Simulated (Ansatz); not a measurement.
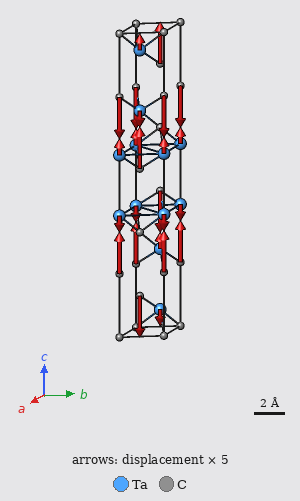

A relaxation of a crystal of Ta₂C₃ (built on the tetradymite_166 type) (coarse preliminary run). The starting structure is drawn; red arrows show the displacements (the part carried along by the change of the cell is left out), 5 times their true length.

A ball-and-stick model of the conventional cell (3 times the calculation's cell), seen slightly off an axis. Lengths and directions refer to the drawn axes.

Case: tetradymite type (R-3m, No. 166).

Theory: DFT PBE, scalar-relativistic, plane waves, PAW in Ansatz 0.2.0. Set-up: plane-wave cutoff 420 eV; k-point mesh 6 × 6 × 6; occupations gaussian; smearing width 0.1 eV; no spin polarisation; cell and atoms relaxed; force threshold 0.04 eV/Å; at most 70 steps.

**Atoms of which element are displaced furthest, and by how much?**

Carbon: up to 0.59 Å, against 0.24 Å for tantalum.

**What did the optimiser do to the structure, and how much energy did it gain?**

The largest moves relative to the cell, 0.59 Å, are those of C atoms. Largest moves by element: C 0.59 Å, Ta 0.24 Å. Cell: a = b 3.048 → 3.208 Å (+5.2 %), c 21.197 → 23.707 Å (+11.8 %). Volume +23.9 %. Among the contacts that change: Ta–Ta 3.048 → 3.208 Å, Ta–Ta 3.329 → 3.259 Å, C–Ta 2.137 → 2.106 Å, C–Ta 2.257 → 2.287 Å. Among the angles between lasting bonds that change: Ta–C–Ta 91.0° → 99.2°, Ta–C–Ta 95.0° → 90.9°, Ta–C–Ta 85.0° → 89.1°. The space group stays R-3m (No. 166). Over 8 accepted moves (10 points after the start) the energy falls by 147 meV per atom. Largest force component: 0.88 eV/Å at the start, 0.031 eV/Å at the end. Pressure: 8.20 GPa at the start and 0.21 GPa at the end. The SCF was repeated twice at an unchanged geometry on a basis and grid sized afresh for the cell, which shifted the energy by 8.5 meV per atom at most. Cost: 36 s on 1 thread of Arm Neoverse V1, on a shared host, peak memory 0.36 GiB.
